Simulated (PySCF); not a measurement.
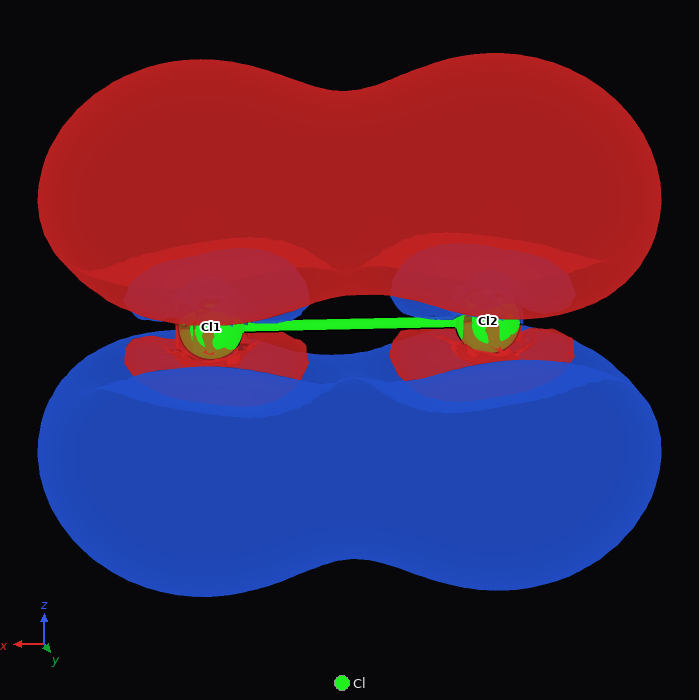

Cl2, SMILES `ClCl`. Change of the electron density in a uniform field of 0.21 V/Å, surfaces at ±0.0006 e/Å³ (blue: gain, red: loss).

Level of theory: CAM-B3LYP/def2-SVPD (PySCF), at a geometry from GFN2-xTB. No frequency check shows the geometry to be a minimum. GFN2-xTB bond lengths at metals and heavier atoms can be off by up to 0.1 Å and shapes distorted, which carries into these values.

Along which Cartesian direction does the field point?

Along +z: electrons gather on the −z side, against the field.

What dipole is induced, and what polarisability does it imply?

The induced dipole is 0.25 D (along the field); α along this axis, from the fields in both directions, is 25 bohr³ (3.7 Å³).

Which atoms gain and lose the most charge?

Hardly any: no atom's Hirshfeld charge changes by as much as 0.002 e. The density shifts from one side of each atom to the other; 0.026 electrons are displaced in all.
